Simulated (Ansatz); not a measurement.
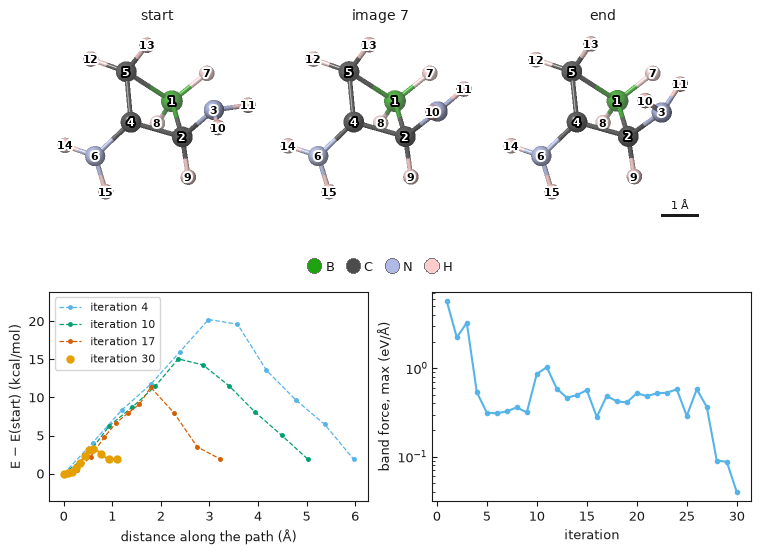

A nudged-elastic-band calculation for C$_{3}$H$_{9}$BN$_{2}$. Images are numbered from 0 (start) to 10 (end). The plot follows the band through its iterations. Style: ball-and-stick. Shown at a tilt.

Level of theory: RKS PBE0-D4/def2-SVP in Ansatz. Run with 9 movable images; climbing image; force threshold 0.05 eV/Å; iteration limit 52; starting path through a guess of the saddle point.

Question: Judge this run.

Answer: The result is final at these settings. The band converged in 30 iterations. The largest component of the band force went from 5.7 to 0.04 eV/Å. The climbing image converged on the top of the path. Its vibrational analysis gives one imaginary mode (553i cm⁻¹), as a transition state must have. The first iteration put the highest image at 50.92 kcal/mol. Forward barrier 3.31 kcal/mol, backward barrier 1.40 kcal/mol, with image 7 at the top; the reaction energy is +1.90 kcal/mol.
